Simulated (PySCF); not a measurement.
Consider AsBH₆OSi (SMILES [SiH3]OB[AsH2]).

The calculation's input:

```
{"job": {"kind": "uv", "xc": "CAM-B3LYP", "basis": "def2-SVPD", "nstates": 8, "ntriplets": 3}, "charge": 0, "multiplicity": 1}
Si    -1.795212     0.231452    -0.033605
O     -0.503935    -0.651524    -0.432227
B      0.776736    -0.933610    -0.434555
As     2.181845     0.217079     0.490387
H     -2.608475    -0.688405     0.759988
H     -2.370608     0.597855    -1.326167
H     -1.426456     1.420857     0.745873
H      1.109898    -1.936695    -0.971628
H      1.570826     1.518973     0.046005
H      3.074264     0.228674    -0.719439
```

Launched as:

```sh
OMP_NUM_THREADS=1 python probes_run.py task.json out
```

Geometry: GFN2-xTB.

The calculation used PySCF 2.14.0, CAM-B3LYP/def2-SVPD, SCF density, gas phase.

**What can the converged electron density and electron localisation function tell about the bonding?**

B–O (1.31 Å): ρ at the midpoint is about 2.3 e/Å³; the ELF peaks at about 0.90 between the atoms (a short, strongly polar bond).
Si–O (1.61 Å): ρ at the midpoint is about 1.1 e/Å³; the ELF peaks at about 0.85 between the atoms, as expected for a short, strongly polar bond.
B–As (2.04 Å): ρ is about 0.87 e/Å³ halfway; the ELF peaks at about 0.95 between the atoms: a covalent bond.
B–H (1.19 Å): ρ at the midpoint is about 1.3 e/Å³; the ELF climbs to about 1 towards the hydrogen, as it does in any bond to H: an ordinary covalent bond to hydrogen.

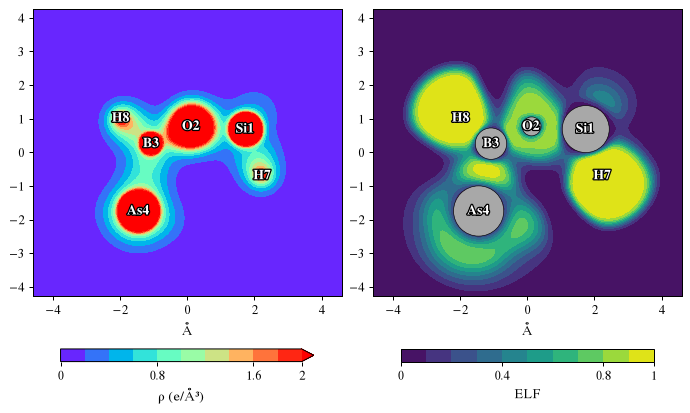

Computed electron density and electron localisation function on the plane of atoms O2, B3 and H8, in this order. Grey discs cover the atomic cores in the ELF map. 
